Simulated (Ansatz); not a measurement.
# BCl₂F + HCl + HF: a complex and its separated parts, part 1 of 3

Aim: how far the complex at one end of a reaction step lies below its separated, relaxed parts, level by level.

Computed with Ansatz 0.2.0, Gaussian basis. Level: PBE0-D4/def2-TZVP structures, single points in def2-TZVPP, no counterpoise correction.

Levels: SPW92, PBE-D4, BLYP-D4, r2SCAN-D4, B97M-V, PBE0-D4, B3LYP-D4, r2SCAN0-D4, BHLYP-D4, CAM-B3LYP-D4, wB97X-V, wB97M-V, B2PLYP, PBE-QIDH, RPA on PBE, Hartree-Fock, MP2, CCSD, CCSD(T).

Cores are frozen in the correlated methods. B3LYP uses VWN-RPA correlation. B2PLYP carries no dispersion term here.

113 further runs of the same task are left out: 113 set aside as unsound or not needed.

## 1. The system as given

The complex: 8 atoms, charge 0, spin multiplicity 1.

Atoms are counted from 1 here; the program's logs count them from 0.

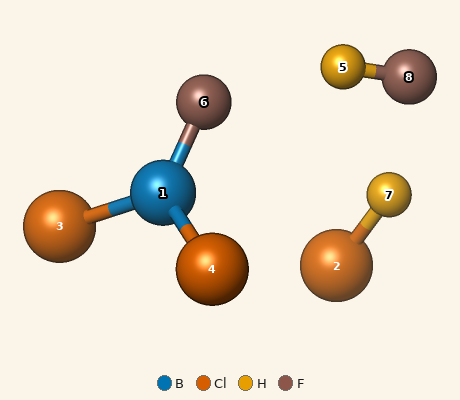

Start geometry, drawn with boron blue, chlorine orange, hydrogen amber, fluorine brown; atoms are numbered from 1 in the order of the file.

Geometry (Å):

```tsv
atom	x (Å)	y (Å)	z (Å)
B1	-1.04303	-1.04735	-0.03197
Cl2	2.22112	-0.38492	-0.02180
Cl3	-0.93961	-2.47527	-1.00093
Cl4	-1.12331	-1.08703	1.69762
H5	-0.27150	1.76635	-0.17535
F6	-1.13128	0.13094	-0.64127
H7	1.81830	0.83506	0.09196
F8	0.46921	2.26222	0.08174
```

Its parts: BCl₂F holds atoms 1, 3, 4, 6; HCl holds atoms 2, 7; HF holds atoms 5, 8. Each part counts its atoms afresh in its own runs.

## 2. Relaxing BCl₂F alone

Input file relax-a/in.yaml:

```yaml
crystal:
  periodic: [false, false, false]
  atoms:
    - {symbol: B, position_ang: [-1.043031, -1.047354, -0.031966]}
    - {symbol: Cl, position_ang: [-0.939612, -2.475266, -1.000932]}
    - {symbol: Cl, position_ang: [-1.123314, -1.087032, 1.697617]}
    - {symbol: F, position_ang: [-1.131278, 0.130937, -0.641266]}
basis:
  gaussian: {orbitals: def2-TZVP}
hamiltonian: {xc: pbe0, dispersion: d4}
relax: {f_tol: 0.005, max_steps: 200}
```

Run with:

```console
$ ansatz run in.yaml --threads 8 --pin off --events-out ev --progress --plain --max-ram 19148MiB
```

Output, cut to the lines that bear on the results:

```text
Functional definition: PBE0
  name "PBE0"
  cite "Adamo & Barone, J. Chem. Phys. 110, 6158 (1999) doi:10.1063/1.478522"
  cite "Perdew, Burke & Ernzerhof, Phys. Rev. Lett. 77, 3865 (1996) doi:10.1103/PhysRevLett.77.3865"
  parent pbe
[...]
861 factors; their error is unknown
[...]
mean field -28432.78857572 eV, -1044.8857077213 hartree, gradient 5.3e-5 eV, S^2 0.000000; 0 other end points of the search recorded, 0 dependent functions left out
[...]
reference -28432.78859994 eV, -1044.8857086115 hartree; 24, 24 occupied and 112, 112 virtual orbitals, 861 factors
[...]
861 factors; their error is unknown
mean field -28432.80153248 eV, -1044.8861838737 hartree, gradient 2.2e-5 eV, S^2 0.000000; 1 other end points of the search recorded, 0 dependent functions left out
[...]
reference -28432.80155679 eV, -1044.8861847668 hartree; 24, 24 occupied and 112, 112 virtual orbitals, 861 factors
Total energy: -28432.88199537 eV, -1044.8891408303 hartree
Atom 0 at    -1.063577    -1.033334    -0.038802 Å, force     0.000127     0.001125    -0.001698 eV/Å
Atom 1 at    -0.934697    -2.479730    -0.995074 Å, force     0.000075    -0.001520    -0.000505 eV/Å
Atom 2 at    -1.118109    -1.094755     1.697930 Å, force    -0.000101    -0.000237     0.002151 eV/Å
Atom 3 at    -1.120852     0.129103    -0.640601 Å, force    -0.000101     0.000633     0.000053 eV/Å
Dipole moment:     0.002696    -0.054884     0.028490 e Å
```

Wall time 3.4 s (8 threads of Arm Neoverse V2, shared host).

The steps of the relaxation: (the energy doesn't fall at every step)

```tsv
step	energy from step 1 (eV)	largest force component (eV/Å)
1	0.0000	0.8588
2	0.2743	2.4097
3	-0.0128	0.1090
4	-0.0129	0.0800
5	-0.0130	0.0022
```

Distances of close pairs at the start and the end, largest changes first:

```tsv
bond	before (Å)	after (Å)	change (Å)
B1–F4	1.329	1.310	-0.019
B1–Cl2	1.729	1.739	+0.010
B1–Cl3	1.732	1.739	+0.007
```

## 3. Relaxing HCl alone

Input file relax-b/in.yaml:

```yaml
crystal:
  periodic: [false, false, false]
  atoms:
    - {symbol: Cl, position_ang: [2.221121, -0.384915, -0.021801]}
    - {symbol: H, position_ang: [1.818301, 0.835059, 0.091960]}
basis:
  gaussian: {orbitals: def2-TZVP}
hamiltonian: {xc: pbe0, dispersion: d4}
relax: {f_tol: 0.005, max_steps: 200}
```

Run with:

```console
$ ansatz run in.yaml --threads 8 --pin off --events-out ev --progress --plain --max-ram 19148MiB
```

Output, cut to the lines that bear on the results:

```text
[... 5 set-up lines as earlier in the session ...]
[...]
312 factors; their error is unknown
[...]
mean field -12535.31455938 eV, -460.6643133160 hartree, gradient 4.2e-5 eV, S^2 0.000000; 0 other end points of the search recorded, 0 dependent functions left out
[...]
reference -12535.31647371 eV, -460.6643836663 hartree; 9, 9 occupied and 34, 34 virtual orbitals, 312 factors
Total energy: -12535.32105156 eV, -460.6645518991 hartree
Atom 0 at     2.219404    -0.379716    -0.021316 Å, force     0.000790    -0.002391    -0.000223 eV/Å
Atom 1 at     1.820018     0.829860     0.091475 Å, force    -0.000790     0.002391     0.000223 eV/Å
Dipole moment:    -0.082014     0.248385     0.023162 e Å
```

Wall time 0.35 s (8 threads of Arm Neoverse V2, shared host).

Step by step:

```tsv
step	energy from step 1 (eV)	largest force component (eV/Å)
1	0.0000	0.3244
2	-0.0016	0.1325
3	-0.0019	0.0024
```

The bond:

```tsv
bond	before (Å)	after (Å)	change (Å)
Cl1–H2	1.290	1.279	-0.011
```

## 4. Relaxing HF alone

Input file relax-c/in.yaml:

```yaml
crystal:
  periodic: [false, false, false]
  atoms:
    - {symbol: H, position_ang: [-0.271498, 1.766354, -0.175348]}
    - {symbol: F, position_ang: [0.469210, 2.262218, 0.081736]}
basis:
  gaussian: {orbitals: def2-TZVP}
hamiltonian: {xc: pbe0, dispersion: d4}
relax: {f_tol: 0.005, max_steps: 200}
```

Run with:

```console
$ ansatz run in.yaml --threads 8 --pin off --events-out ev --progress --plain --max-ram 19148MiB
```

Output, cut to the lines that bear on the results:

```text
[... 5 set-up lines as earlier in the session ...]
[...]
200 factors; their error is unknown
[...]
mean field -2731.79995643 eV, -100.3917967181 hartree, gradient 6.9e-6 eV, S^2 0.000000; 0 other end points of the search recorded, 0 dependent functions left out
[...]
reference -2731.80170839 eV, -100.3918611015 hartree; 5, 5 occupied and 32, 32 virtual orbitals, 200 factors
Total energy: -2731.80322167 eV, -100.3919167136 hartree
Atom 0 at    -0.268434     1.768405    -0.174285 Å, force    -0.001501    -0.001005    -0.000521 eV/Å
Atom 1 at     0.466146     2.260167     0.080673 Å, force     0.001501     0.001005     0.000521 eV/Å
Dipole moment:    -0.320025    -0.214239    -0.111074 e Å
```

Run time: 0.3 s. Hardware: 8 threads of Arm Neoverse V2, shared host.

Along the way:

```tsv
step	energy from step 1 (eV)	largest force component (eV/Å)
1	0.0000	0.3604
2	-0.0017	0.0751
3	-0.0017	0.0015
```

The bond:

```tsv
bond	before (Å)	after (Å)	change (Å)
H1–F2	0.928	0.920	-0.008
```

## 5. SPW92/def2-TZVPP

Input file parta/in.yaml:

```yaml
crystal:
  periodic: [false, false, false]
  atoms:
    - {symbol: B, position_ang: [-1.063577, -1.033334, -0.038802]}
    - {symbol: Cl, position_ang: [-0.934697, -2.479730, -0.995074]}
    - {symbol: Cl, position_ang: [-1.118109, -1.094755, 1.697930]}
    - {symbol: F, position_ang: [-1.120852, 0.129103, -0.640601]}
basis:
  gaussian: {orbitals: def2-TZVPP}
hamiltonian: {xc: lda}
```

Input file partb/in.yaml:

```yaml
crystal:
  periodic: [false, false, false]
  atoms:
    - {symbol: Cl, position_ang: [2.219404, -0.379716, -0.021316]}
    - {symbol: H, position_ang: [1.820018, 0.829860, 0.091475]}
basis:
  gaussian: {orbitals: def2-TZVPP}
hamiltonian: {xc: lda}
```

Input file partc/in.yaml:

```yaml
crystal:
  periodic: [false, false, false]
  atoms:
    - {symbol: H, position_ang: [-0.268434, 1.768405, -0.174285]}
    - {symbol: F, position_ang: [0.466146, 2.260167, 0.080673]}
basis:
  gaussian: {orbitals: def2-TZVPP}
hamiltonian: {xc: lda}
```

One command serves all of them, each in its own folder.

Run with:

```console
$ ansatz run in.yaml --threads 8 --pin off --events-out ev --progress --plain --max-ram 19148MiB
```

Output in parta, cut to the lines that bear on the results:

```text
Functional definition: SPW92
  name "SPW92"
  cite "Dirac, Proc. Camb. Phil. Soc. 26, 376 (1930) doi:10.1017/S0305004100016108"
  cite "Slater, Phys. Rev. 81, 385 (1951) doi:10.1103/PhysRev.81.385"
  cite "Perdew & Wang, Phys. Rev. B 45, 13244 (1992) doi:10.1103/PhysRevB.45.13244"
[...]
913 factors; their error is unknown
[...]
mean field -28339.07755954 eV, -1041.4418913963 hartree, gradient 1.5e-5 eV, S^2 0.000000; 0 other end points of the search recorded, 0 dependent functions left out
reference -28339.07759077 eV, -1041.4418925442 hartree; 24, 24 occupied and 122, 122 virtual orbitals, 913 factors
Total energy: -28339.07759077 eV, -1041.4418925442 hartree
```

Log of partb, cut to the lines that bear on the results:

```text
[... 5 set-up lines as earlier in the session ...]
[...]
353 factors; their error is unknown
[...]
mean field -12498.56385368 eV, -459.3137497918 hartree, gradient 5.7e-5 eV, S^2 0.000000; 0 other end points of the search recorded, 0 dependent functions left out
reference -12498.56387309 eV, -459.3137505050 hartree; 9, 9 occupied and 47, 47 virtual orbitals, 353 factors
Total energy: -12498.56387309 eV, -459.3137505050 hartree
```

Log of partc, cut to the lines that bear on the results:

```text
[... 5 set-up lines as earlier in the session ...]
[...]
215 factors; their error is unknown
[...]
mean field -2716.76649658 eV, -99.8393272589 hartree, gradient 3.5e-5 eV, S^2 0.000000; 0 other end points of the search recorded, 0 dependent functions left out
reference -2716.76650766 eV, -99.8393276661 hartree; 5, 5 occupied and 40, 40 virtual orbitals, 215 factors
Total energy: -2716.76650766 eV, -99.8393276661 hartree
```

Times: 0.3 s (parta), 0.1 s (partb), 0.1 s (partc) on 8 threads of Arm Neoverse V2, shared host.

## 6. PBE-D4/def2-TZVPP

Each input of step 5 (parta, partb, partc) changes in the same lines:

```diff
-hamiltonian: {xc: lda}
+hamiltonian: {xc: pbe, dispersion: d4}
```

Each run has its own folder and the same command.

Run with:

```console
$ ansatz run in.yaml --threads 8 --pin off --events-out ev --progress --plain --max-ram 19148MiB
```

Output in parta, cut to the lines that bear on the results:

```text
Functional definition: PBE
  name "PBE"
[... 2 set-up lines as earlier in the session ...]
[...]
913 factors; their error is unknown
[...]
mean field -28430.69404829 eV, -1044.8087352582 hartree, gradient 1.1e-5 eV, S^2 0.000000; 0 other end points of the search recorded, 0 dependent functions left out
reference -28430.69408198 eV, -1044.8087364963 hartree; 24, 24 occupied and 122, 122 virtual orbitals, 913 factors
Total energy: -28430.79041654 eV, -1044.8122767260 hartree
```

partb printed, cut to the lines that bear on the results:

```text
[... 4 set-up lines as earlier in the session ...]
[...]
353 factors; their error is unknown
[...]
mean field -12534.30961056 eV, -460.6273821277 hartree, gradient 8.1e-5 eV, S^2 0.000000; 0 other end points of the search recorded, 0 dependent functions left out
reference -12534.30963146 eV, -460.6273828960 hartree; 9, 9 occupied and 47, 47 virtual orbitals, 353 factors
Total energy: -12534.31529255 eV, -460.6275909372 hartree
```

Output in partc, cut to the lines that bear on the results:

```text
[... 4 set-up lines as earlier in the session ...]
[...]
215 factors; their error is unknown
[...]
mean field -2731.84357428 eV, -100.3933996448 hartree, gradient 4.7e-5 eV, S^2 0.000000; 0 other end points of the search recorded, 0 dependent functions left out
reference -2731.84358639 eV, -100.3934000897 hartree; 5, 5 occupied and 40, 40 virtual orbitals, 215 factors
Total energy: -2731.84548026 eV, -100.3934696884 hartree
```

Wall times: 0.4 s (parta), 0.1 s (partb), 0.1 s (partc) on 8 threads of Arm Neoverse V2, shared host.

## 7. BLYP-D4/def2-TZVPP

The same edit goes into each in.yaml of step 6 (parta, partb, partc):

```diff
-hamiltonian: {xc: pbe, dispersion: d4}
+hamiltonian: {xc: {name: BLYP}, dispersion: d4}
```

The same command starts each run, in its folder.

Run with:

```console
$ ansatz run in.yaml --threads 8 --pin off --events-out ev --progress --plain --max-ram 19148MiB
```

Log of parta, cut to the lines that bear on the results:

```text
Functional definition: BLYP
  name "BLYP"
  cite "Becke, Phys. Rev. A 38, 3098 (1988) doi:10.1103/PhysRevA.38.3098"
  cite "Lee, Yang & Parr, Phys. Rev. B 37, 785 (1988) doi:10.1103/PhysRevB.37.785"
[...]
913 factors; their error is unknown
[...]
mean field -28443.90551055 eV, -1045.2942475412 hartree, gradient 1.5e-5 eV, S^2 0.000000; 0 other end points of the search recorded, 0 dependent functions left out
reference -28443.90580989 eV, -1045.2942585418 hartree; 24, 24 occupied and 122, 122 virtual orbitals, 913 factors
Total energy: -28444.12357985 eV, -1045.3022614399 hartree
```

partb printed, cut to the lines that bear on the results:

```text
[... 4 set-up lines as earlier in the session ...]
[...]
353 factors; their error is unknown
[...]
mean field -12539.38858467 eV, -460.8140309836 hartree, gradient 4.5e-5 eV, S^2 0.000000; 0 other end points of the search recorded, 0 dependent functions left out
reference -12539.38878898 eV, -460.8140384922 hartree; 9, 9 occupied and 47, 47 virtual orbitals, 353 factors
Total energy: -12539.40227795 eV, -460.8145342027 hartree
```

Log of partc, cut to the lines that bear on the results:

```text
[... 4 set-up lines as earlier in the session ...]
[...]
215 factors; their error is unknown
[...]
mean field -2734.23791862 eV, -100.4813901763 hartree, gradient 3.9e-5 eV, S^2 0.000000; 0 other end points of the search recorded, 0 dependent functions left out
reference -2734.23804223 eV, -100.4813947188 hartree; 5, 5 occupied and 40, 40 virtual orbitals, 215 factors
Total energy: -2734.24262420 eV, -100.4815631031 hartree
```

Times: 0.4 s (parta), 0.15 s (partb), 0.1 s (partc) on 8 threads of Arm Neoverse V2, shared host.

## 8. r2SCAN-D4/def2-TZVPP

The same edit goes into each in.yaml of step 7 (parta, partb, partc):

```diff
-hamiltonian: {xc: {name: BLYP}, dispersion: d4}
+hamiltonian: {xc: r2scan, dispersion: d4}
```

One command serves all of them, each in its own folder.

Run with:

```console
$ ansatz run in.yaml --threads 8 --pin off --events-out ev --progress --plain --max-ram 19148MiB
```

Log of parta, cut to the lines that bear on the results:

```text
Functional definition: r2SCAN
  name "r2SCAN"
  cite "Furness, Kaplan, Ning, Perdew & Sun, J. Phys. Chem. Lett. 11, 8208 (2020) doi:10.1021/acs.jpclett.0c02405"
  cite "Furness, Kaplan, Ning, Perdew & Sun, J. Phys. Chem. Lett. 11, 9248 (2020) doi:10.1021/acs.jpclett.0c03077"
  parent r2scan
[...]
913 factors; their error is unknown
[...]
mean field -28441.39677516 eV, -1045.2020532161 hartree, gradient 2.4e-5 eV, S^2 0.000000; 0 other end points of the search recorded, 0 dependent functions left out
reference -28441.39678392 eV, -1045.2020535379 hartree; 24, 24 occupied and 122, 122 virtual orbitals, 913 factors
Total energy: -28441.41760523 eV, -1045.2028187070 hartree
```

partb printed, cut to the lines that bear on the results:

```text
[... 5 set-up lines as earlier in the session ...]
[...]
353 factors; their error is unknown
[...]
mean field -12538.62224979 eV, -460.7858686963 hartree, gradient 3.1e-5 eV, S^2 0.000000; 0 other end points of the search recorded, 0 dependent functions left out
reference -12538.62225512 eV, -460.7858688922 hartree; 9, 9 occupied and 47, 47 virtual orbitals, 353 factors
Total energy: -12538.62352105 eV, -460.7859154144 hartree
```

Output in partc, cut to the lines that bear on the results:

```text
[... 5 set-up lines as earlier in the session ...]
[...]
215 factors; their error is unknown
[...]
mean field -2733.29261738 eV, -100.4466509964 hartree, gradient 6.5e-6 eV, S^2 0.000000; 0 other end points of the search recorded, 0 dependent functions left out
reference -2733.29262056 eV, -100.4466511133 hartree; 5, 5 occupied and 40, 40 virtual orbitals, 215 factors
Total energy: -2733.29307809 eV, -100.4466679273 hartree
```

They took 0.95 s (parta), 0.35 s (partb), 0.3 s (partc) on 8 threads of Arm Neoverse V2, shared host.

## 9. B97M-V/def2-TZVPP

The same edit goes into each in.yaml of step 8 (parta, partb, partc):

```diff
-hamiltonian: {xc: r2scan, dispersion: d4}
+hamiltonian: {xc: {name: B97M-V}}
```

Each run has its own folder and the same command.

Run with:

```console
$ ansatz run in.yaml --threads 8 --pin off --events-out ev --progress --plain --max-ram 19148MiB
```

parta printed, cut to the lines that bear on the results:

```text
Functional definition: B97M-V
  name "B97M-V"
  cite "Mardirossian & Head-Gordon, J. Chem. Phys. 142, 074111 (2015) doi:10.1063/1.4907719"
  cite "Becke, J. Chem. Phys. 107, 8554 (1997) doi:10.1063/1.475007"
  cite "Vydrov & Van Voorhis, J. Chem. Phys. 133, 244103 (2010) doi:10.1063/1.3521275"
  # Of w^i u^j: cxij and so on, Table III.
[...]
  gx(w, u) = cx00 + cx01*u + cx02*u^2 + (cx10 + cx11*u)*w
[...]
  gos(w, u) = cos00 + cos01*u + cos03*u^3 + cos10*w + cos32*w^3*u^2
[...]
      + integral(e_c_pw_mod_opposite_spin*gos(b97_w_opposite, b97_u_opposite)) + vv10(b, c)
913 factors; their error is unknown
[...]
mean field -28437.44310035 eV, -1045.0567583465 hartree, gradient 2.3e-5 eV, S^2 0.000000; 0 other end points of the search recorded, 0 dependent functions left out
reference -28437.44314691 eV, -1045.0567600576 hartree; 24, 24 occupied and 122, 122 virtual orbitals, 913 factors
Total energy: -28437.44314691 eV, -1045.0567600576 hartree
```

Output in partb, cut to the lines that bear on the results:

```text
[... 5 set-up lines as earlier in the session ...]
  # Of w^i u^j: cxij and so on, Table III.
[...]
  gx(w, u) = cx00 + cx01*u + cx02*u^2 + (cx10 + cx11*u)*w
[...]
  gos(w, u) = cos00 + cos01*u + cos03*u^3 + cos10*w + cos32*w^3*u^2
[...]
      + integral(e_c_pw_mod_opposite_spin*gos(b97_w_opposite, b97_u_opposite)) + vv10(b, c)
353 factors; their error is unknown
[...]
mean field -12536.22649631 eV, -460.6978263798 hartree, gradient 1.2e-5 eV, S^2 0.000000; 0 other end points of the search recorded, 0 dependent functions left out
reference -12536.22652443 eV, -460.6978274134 hartree; 9, 9 occupied and 47, 47 virtual orbitals, 353 factors
Total energy: -12536.22652443 eV, -460.6978274134 hartree
```

Log of partc, cut to the lines that bear on the results:

```text
[... 5 set-up lines as earlier in the session ...]
  # Of w^i u^j: cxij and so on, Table III.
[...]
  gx(w, u) = cx00 + cx01*u + cx02*u^2 + (cx10 + cx11*u)*w
[...]
  gos(w, u) = cos00 + cos01*u + cos03*u^3 + cos10*w + cos32*w^3*u^2
[...]
      + integral(e_c_pw_mod_opposite_spin*gos(b97_w_opposite, b97_u_opposite)) + vv10(b, c)
215 factors; their error is unknown
[...]
mean field -2733.38838007 eV, -100.4501702105 hartree, gradient 2.3e-5 eV, S^2 0.000000; 0 other end points of the search recorded, 0 dependent functions left out
reference -2733.38839779 eV, -100.4501708615 hartree; 5, 5 occupied and 40, 40 virtual orbitals, 215 factors
Total energy: -2733.38839779 eV, -100.4501708615 hartree
```

Wall times: 1.4 s (parta), 0.25 s (partb), 0.2 s (partc) on 8 threads of Arm Neoverse V2, shared host.

## 10. PBE0-D4/def2-TZVPP

The same edit goes into each in.yaml of step 9 (parta, partb, partc):

```diff
-hamiltonian: {xc: {name: B97M-V}}
+hamiltonian: {xc: pbe0, dispersion: d4}
+output: {orbitals: {seedname: orbitals}}
```

Each run has its own folder and the same command.

Run with:

```console
$ ansatz run in.yaml --threads 8 --pin off --events-out ev --progress --plain --max-ram 19148MiB
```

parta printed, cut to the lines that bear on the results:

```text
[... 5 set-up lines as earlier in the session ...]
[...]
975 factors; their error is unknown
[...]
mean field -28432.80303395 eV, -1044.8862390516 hartree, gradient 2.7e-5 eV, S^2 0.000000; 0 other end points of the search recorded, 0 dependent functions left out
reference -28432.80305826 eV, -1044.8862399450 hartree; 24, 24 occupied and 122, 122 virtual orbitals, 975 factors
Total energy: -28432.88349684 eV, -1044.8891960083 hartree
```

Output in partb, cut to the lines that bear on the results:

```text
[... 5 set-up lines as earlier in the session ...]
[...]
384 factors; their error is unknown
[...]
mean field -12535.34597769 eV, -460.6654679175 hartree, gradient 3.7e-5 eV, S^2 0.000000; 0 other end points of the search recorded, 0 dependent functions left out
reference -12535.34599334 eV, -460.6654684925 hartree; 9, 9 occupied and 47, 47 virtual orbitals, 384 factors
Total energy: -12535.35057118 eV, -460.6656367252 hartree
```

partc printed, cut to the lines that bear on the results:

```text
[... 5 set-up lines as earlier in the session ...]
[...]
215 factors; their error is unknown
[...]
mean field -2731.86112197 eV, -100.3940445103 hartree, gradient 4.0e-5 eV, S^2 0.000000; 0 other end points of the search recorded, 0 dependent functions left out
reference -2731.86113068 eV, -100.3940448306 hartree; 5, 5 occupied and 40, 40 virtual orbitals, 215 factors
Total energy: -2731.86264396 eV, -100.3941004427 hartree
```

They took 0.55 s (parta), 0.15 s (partb), 0.1 s (partc) on 8 threads of Arm Neoverse V2, shared host.

(Continued in part 2 of 3.)
